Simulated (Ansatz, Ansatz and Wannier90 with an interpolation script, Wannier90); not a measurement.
# SnO2 (Cassiterite): what limits a Wannier interpolation of GW

Wanted: errors and cost of interpolated bands of SnO2 (Cassiterite) under coarser or faulty settings.

Program: Wannier90 4.0.3. Level of theory: maximally localised Wannier functions from the overlaps of LDA states (plane waves, PAW). Results are calculated unless marked as measured.

## (1) Set-up

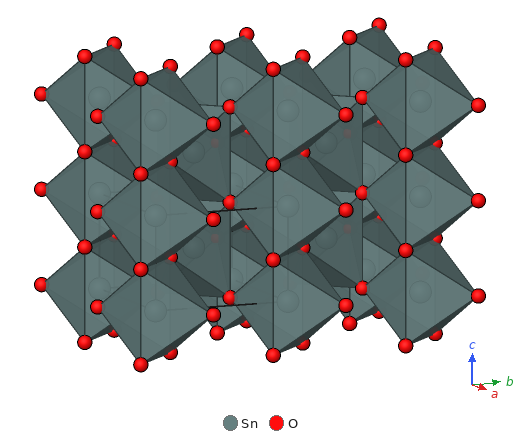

Start, viewed slightly off an axis; tin teal, oxygen red. 1×2×2 cells are drawn. Some periodic images of atoms are drawn too.

Coordinates:

```cif
data_structure
_symmetry_space_group_name_H-M 'P4_2/mnm'
_symmetry_Int_Tables_number 136
_cell_length_a 4.7380
_cell_length_b 4.7380
_cell_length_c 3.1865
_cell_angle_alpha 90.000
_cell_angle_beta 90.000
_cell_angle_gamma 90.000
_cell_volume 71.53
loop_
_atom_site_label
_atom_site_type_symbol
_atom_site_symmetry_multiplicity
_atom_site_Wyckoff_symbol
_atom_site_fract_x
_atom_site_fract_y
_atom_site_fract_z
_atom_site_occupancy
Sn1 Sn 2 a 0.00000 0.00000 0.00000 1
O1 O 4 f 0.30710 0.30710 0.00000 1
```

The cell and positions come from the Crystallography Open Database and are kept as given unless a step says otherwise.

## (2) Wannier model on 8×8×12, by Wannier90

Contents of w.win:

```
num_iter = 1200
conv_tol = 1.0e-8
conv_window = 5
dis_num_iter = 4000
dis_conv_tol = 1.0e-8
dis_mix_ratio = 0.7
write_hr = true
use_ws_distance = false
num_print_cycles = 50
! ansatz wannier90 interface
! projections by site (counted from 0) and shell: 2 2P, 3 2P, 4 2P, 5 2P, 0 5S, 1 5S, 0 5P, 1 5P
! states of the run's bands (counted from 1): 1-38
num_bands = 38
num_wann  = 20
dis_win_min = 0.73
dis_win_max = 22.37
dis_froz_min = 0.73
dis_froz_max = 13.29
guiding_centres = true

begin unit_cell_cart
Ang
                    4.738                      0.0                      0.0
                      0.0                    4.738                      0.0
                      0.0                      0.0                   3.1865
end unit_cell_cart

begin atoms_frac
Sn                       0.0                      0.0                      0.0
Sn                       0.5                      0.5                      0.5
O                     0.3071                   0.3071                      0.0
O                     0.1929                   0.8071                      0.5
O                     0.6929                   0.6929                      0.0
O                     0.8071                   0.1929                      0.5
end atoms_frac

mp_grid = 8 8 12

[... the mesh's points ...]
```

The run is started by

```
OMP_NUM_THREADS=1 mpirun -n 8 wannier90.x w > wannier90.x.log
```

The log of the run:

```text
TEM
                                    ------

                              Lattice Vectors (Ang)
                    a_1     4.738000   0.000000   0.000000
                    a_2     0.000000   4.738000   0.000000
                    a_3     0.000000   0.000000   3.186500

                   Unit Cell Volume:      71.53260  (Ang^3)

                        Reciprocal-Space Vectors (Ang^-1)
                    b_1     1.326126   0.000000   0.000000
                    b_2     0.000000   1.326126   0.000000
                    b_3     0.000000   0.000000   1.971814

 *----------------------------------------------------------------------------*
 |   Site       Fractional Coordinate          Cartesian Coordinate (Ang)     |
 +----------------------------------------------------------------------------+
 | sn   1   0.00000   0.00000   0.00000   |    0.00000   0.00000   0.00000    |
 | sn   2   0.50000   0.50000   0.50000   |    2.36900   2.36900   1.59325    |
 | o    1   0.30710   0.30710   0.00000   |    1.45504   1.45504   0.00000    |
 | o    2   0.19290   0.80710   0.50000   |    0.91396   3.82404   1.59325    |
 | o    3   0.69290   0.69290   0.00000   |    3.28296   3.28296   0.00000    |
 | o    4   0.80710   0.19290   0.50000   |    3.82404   0.91396   1.59325    |
 *----------------------------------------------------------------------------*
                                ------------
                                K-POINT GRID
                                ------------

             Grid size =  8 x  8 x 12      Total points =  768

 *---------------------------------- MAIN ------------------------------------*
 |  Number of Wannier Functions               :                20             |
 |  Number of Objective Wannier Functions     :                20             |
 |  Number of input Bloch states              :                38             |
 |  Output verbosity (1=low, 5=high)          :                 1             |
 |  Timing Level (1=low, 5=high)              :                 1             |
 |  Optimisation (0=memory, 3=speed)          :                 3             |
 |  Length Unit                               :               Ang             |
 |  Post-processing setup (write *.nnkp)      :                 F             |
 |  Using Gamma-only branch of algorithms     :                 F             |
 *----------------------------------------------------------------------------*
 *------------------------------- WANNIERISE ---------------------------------*
 |  Total number of iterations                :              1200             |
 |  Number of CG steps before reset           :                 5             |
 |  Trial step length for line search         :             2.000             |
 |  Convergence tolerence                     :         0.100E-07             |
[...]
Delta: O_D= -0.2483964E-01 O_OD=  0.1664794E-02 O_TOT= -0.2317484E-01 <-- DLTA
 ------------------------------------------------------------------------------
 Cycle:   1050
[...]
Sum of centres and spreads ( 37.819051, 37.820596, 15.614171 )    40.99252451

   1050    -0.141E-02     0.6119964036       40.9925245145      60.22  <-- CONV
        O_D=      1.3293149 O_OD=     10.2482845 O_TOT=     40.9925245 <-- SPRD
 Delta: O_D= -0.1372920E-02 O_OD= -0.3220107E-04 O_TOT= -0.1405121E-02 <-- DLTA
[...]
Cycle:   1100
[...]
Sum of centres and spreads ( 37.821436, 37.823572, 15.610328 )    40.95150188

   1100    -0.381E-03     0.4747890520       40.9515018827      62.46  <-- CONV
        O_D=      1.3231887 O_OD=     10.2133881 O_TOT=     40.9515019 <-- SPRD
 Delta: O_D= -0.2739861E-03 O_OD= -0.1067056E-03 O_TOT= -0.3806917E-03 <-- DLTA
[...]
Cycle:   1150
[...]
Sum of centres and spreads ( 37.822609, 37.823796, 15.607276 )    40.93235663

   1150    -0.743E-04     0.3523452147       40.9323566339      64.71  <-- CONV
        O_D=      1.3230789 O_OD=     10.1943527 O_TOT=     40.9323566 <-- SPRD
 Delta: O_D= -0.3368488E-04 O_OD= -0.4059297E-04 O_TOT= -0.7427785E-04 <-- DLTA
[...]
Cycle:   1200
[...]
Sum of centres and spreads ( 37.822915, 37.824114, 15.606099 )    40.92785460

   1200    -0.920E-04     0.3363300554       40.9278545971      66.95  <-- CONV
        O_D=      1.3232382 O_OD=     10.1896914 O_TOT=     40.9278546 <-- SPRD
 Delta: O_D= -0.1072326E-03 O_OD=  0.1526301E-04 O_TOT= -0.9196961E-04 <-- DLTA
 ------------------------------------------------------------------------------
 Final State
[...]
WF centre and spread   19  (  2.368290,  2.367151,  1.594566 )     3.02711619
  WF centre and spread   20  (  2.367007,  2.368200,  1.594550 )     3.02701158
  Sum of centres and spreads ( 37.822915, 37.824114, 15.606099 )    40.92785460

         Spreads (Ang^2)       Omega I      =    29.414925047
        ================       Omega D      =     1.323238186
                               Omega OD     =    10.189691364
    Final Spread (Ang^2)       Omega Total  =    40.927854597
 ------------------------------------------------------------------------------

 Writing checkpoint file w.chk... done

 *---------------------------------------------------------------------------*
 |                               PLOTTING                                    |
 *---------------------------------------------------------------------------*

 *===========================================================================*
 |                             TIMING INFORMATION                            |
 *===========================================================================*
 |    Tag                                                Ncalls      Time (s)|
 |---------------------------------------------------------------------------|
 |kmesh: get                                        :         1         0.215|
 |overlap: read                                     :         1         5.551|
 |dis: main                                         :         1        13.742|
 |wann: main                                        :         1        53.362|
 |plot: main                                        :         1         0.827|
 *---------------------------------------------------------------------------*
 All done: wannier90 exiting
```

It took 77 s on 8 MPI ranks of Arm Neoverse V1, shared host.

The loop ended before it converged.

## (3) Wannier model on 8×8×12, by Wannier90

Localised functions give a small Hamiltonian that interpolates between mesh points at no cost.

w.win: that of step 2 with these lines changed.

```diff
@@ -11,9 +11,9 @@
 ! projections by site (counted from 0) and shell: 2 2P, 3 2P, 4 2P, 5 2P, 0 5S, 1 5S, 0 5P, 1 5P
-! states of the run's bands (counted from 1): 1-38
-num_bands = 38
+! states of the run's bands (counted from 1): 1-40
+num_bands = 40
 num_wann  = 20
 dis_win_min = 0.73
-dis_win_max = 22.37
+dis_win_max = 24.63
 dis_froz_min = 0.73
-dis_froz_max = 13.29
+dis_froz_max = 14.29
 guiding_centres = true
```

The log of the run:

```text
[banner, memory and clock lines left out]
TEM
                                    ------

                              Lattice Vectors (Ang)
                    a_1     4.738000   0.000000   0.000000
                    a_2     0.000000   4.738000   0.000000
                    a_3     0.000000   0.000000   3.186500

                   Unit Cell Volume:      71.53260  (Ang^3)

                        Reciprocal-Space Vectors (Ang^-1)
                    b_1     1.326126   0.000000   0.000000
                    b_2     0.000000   1.326126   0.000000
                    b_3     0.000000   0.000000   1.971814

 *----------------------------------------------------------------------------*
 |   Site       Fractional Coordinate          Cartesian Coordinate (Ang)     |
 +----------------------------------------------------------------------------+
 | sn   1   0.00000   0.00000   0.00000   |    0.00000   0.00000   0.00000    |
 | sn   2   0.50000   0.50000   0.50000   |    2.36900   2.36900   1.59325    |
 | o    1   0.30710   0.30710   0.00000   |    1.45504   1.45504   0.00000    |
 | o    2   0.19290   0.80710   0.50000   |    0.91396   3.82404   1.59325    |
 | o    3   0.69290   0.69290   0.00000   |    3.28296   3.28296   0.00000    |
 | o    4   0.80710   0.19290   0.50000   |    3.82404   0.91396   1.59325    |
 *----------------------------------------------------------------------------*
                                ------------
                                K-POINT GRID
                                ------------

             Grid size =  8 x  8 x 12      Total points =  768

 *---------------------------------- MAIN ------------------------------------*
 |  Number of Wannier Functions               :                20             |
[...]
Sum of centres and spreads ( 37.904000, 37.904000, 15.932500 )    28.33940573

     50    -0.119E-05     0.0008235612       28.3394057286       9.46  <-- CONV
        O_D=      0.0008493 O_OD=      5.7581090 O_TOT=     28.3394057 <-- SPRD
 Delta: O_D=  0.6964541E-08 O_OD= -0.1201926E-05 O_TOT= -0.1194961E-05 <-- DLTA

             <<<     Delta < 1.000E-08  over  5 iterations     >>>
             <<< Wannierisation convergence criteria satisfied >>>

 Final State
[...]
WF centre and spread   19  (  2.369000,  2.369000,  1.593250 )     2.57233969
  WF centre and spread   20  (  2.369000,  2.369000,  1.593250 )     2.57233969
  Sum of centres and spreads ( 37.904000, 37.904000, 15.932500 )    28.33939976

         Spreads (Ang^2)       Omega I      =    22.580447381
        ================       Omega D      =     0.000849053
                               Omega OD     =     5.758103324
    Final Spread (Ang^2)       Omega Total  =    28.339399758

 Writing checkpoint file w.chk... done

 *---------------------------------------------------------------------------*
 |                               PLOTTING                                    |
 *---------------------------------------------------------------------------*

 *===========================================================================*
 |                             TIMING INFORMATION                            |
 *===========================================================================*
 |    Tag                                                Ncalls      Time (s)|
 |---------------------------------------------------------------------------|
 |kmesh: get                                        :         1         0.215|
 |overlap: read                                     :         1         6.099|
 |dis: main                                         :         1         7.381|
 |wann: main                                        :         1         4.000|
 |plot: main                                        :         1         0.826|
 *---------------------------------------------------------------------------*
 All done: wannier90 exiting
```

Wall time 21 s (8 MPI ranks).

This step gave:

| Property | Result |
| --- | --- |
| gauge-invariant spread | 22.58 Å² |
| diagonal spread | 8.49e-4 Å² |
| off-diagonal spread | 5.758 Å² |
| total spread | 28.34 Å² |
| disentanglement steps | 273 |
| r.m.s. interpolation error | 4.96e-4 eV |
| r.m.s. error near the gap | 7.10e-4 eV |

Near the gap the model misses directly solved bands by 0.7 meV r.m.s. and by 8 meV at most in the window tested. This tests the starting bands, not the corrections carried with them.

Frozen up to 5.13 eV; above it the model need not follow the bands. The electronic bands at the labelled points (eV, zero at the valence-band top):

```
    point  band 23  band 24  band 25  band 26  band 27  band 28  band 29  band 30
        Γ    -1.26    -0.80    -0.80     0.00     1.13     6.11     6.11     6.42
        X    -1.22    -1.22    -0.65    -0.65     4.28     4.28     6.94     6.94
        M    -1.34    -1.34    -0.91    -0.91     4.65     4.65     7.33     7.33
        Γ    -1.26    -0.80    -0.80     0.00     1.13     6.11     6.11     6.42
        Z    -1.70    -1.70    -1.28    -1.28     6.17     6.17    10.32    10.32
        R    -1.13    -1.13    -0.72    -0.72     6.49     6.49     7.85     7.85
        A    -1.00    -1.00    -0.85    -0.85     4.71     4.71     8.60     8.60
        Z    -1.70    -1.70    -1.28    -1.28     6.17     6.17    10.32    10.32
jump to X    -1.22    -1.22    -0.65    -0.65     4.28     4.28     6.94     6.94
        R    -1.13    -1.13    -0.72    -0.72     6.49     6.49     7.85     7.85
jump to M    -1.34    -1.34    -0.91    -0.91     4.65     4.65     7.33     7.33
        A    -1.00    -1.00    -0.85    -0.85     4.71     4.71     8.60     8.60
```

The same for Kohn-Sham, solved directly:

| point | band 23 | band 24 | band 25 | band 26 | band 27 | band 28 | band 29 | band 30 |
| --- | --- | --- | --- | --- | --- | --- | --- | --- |
| Γ | -1.26 | -0.80 | -0.80 | 0.00 | 1.13 | 5.91 | 6.11 | 6.11 |
| X | -1.22 | -1.22 | -0.65 | -0.65 | 4.28 | 4.28 | 6.83 | 6.83 |
| M | -1.34 | -1.34 | -0.91 | -0.91 | 4.65 | 4.65 | 7.30 | 7.30 |
| Γ | -1.26 | -0.80 | -0.80 | 0.00 | 1.13 | 5.91 | 6.11 | 6.11 |
| Z | -1.70 | -1.70 | -1.28 | -1.28 | 6.02 | 6.02 | 9.52 | 9.52 |
| R | -1.13 | -1.13 | -0.72 | -0.72 | 6.29 | 6.29 | 7.85 | 7.85 |
| A | -1.00 | -1.00 | -0.85 | -0.85 | 4.71 | 4.71 | 8.60 | 8.60 |
| Z | -1.70 | -1.70 | -1.28 | -1.28 | 6.02 | 6.02 | 9.52 | 9.52 |
| X | -1.22 | -1.22 | -0.65 | -0.65 | 4.28 | 4.28 | 6.83 | 6.83 |
| R | -1.13 | -1.13 | -0.72 | -0.72 | 6.29 | 6.29 | 7.85 | 7.85 |
| M | -1.34 | -1.34 | -0.91 | -0.91 | 4.65 | 4.65 | 7.30 | 7.30 |
| A | -1.00 | -1.00 | -0.85 | -0.85 | 4.71 | 4.71 | 8.60 | 8.60 |

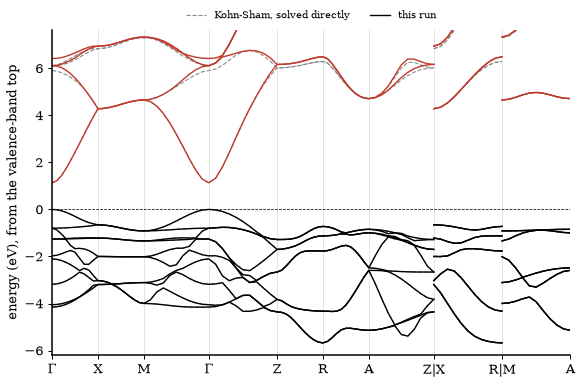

Electronic bands along the path; lines of filled and empty bands in two colours; dashed: Kohn-Sham, solved directly.

(Part 1 of 3 ends here.)

[Paths, hosts, dates, memory and timing lines, banners, echoed tables and standing remarks are left out of the program output.]

[Logs are printed without paths, hosts, clocks, repeated set-up lines and the standing remarks that a program may print on its own settings, such as how far it seeks lower states.]

[Runs of the session that timed out or met a known fault of the program may be left out.]

[Hosts, paths, dates, database ids (printed as entryN), source tags and the programs' standing remarks are cut or masked in the printed files.]
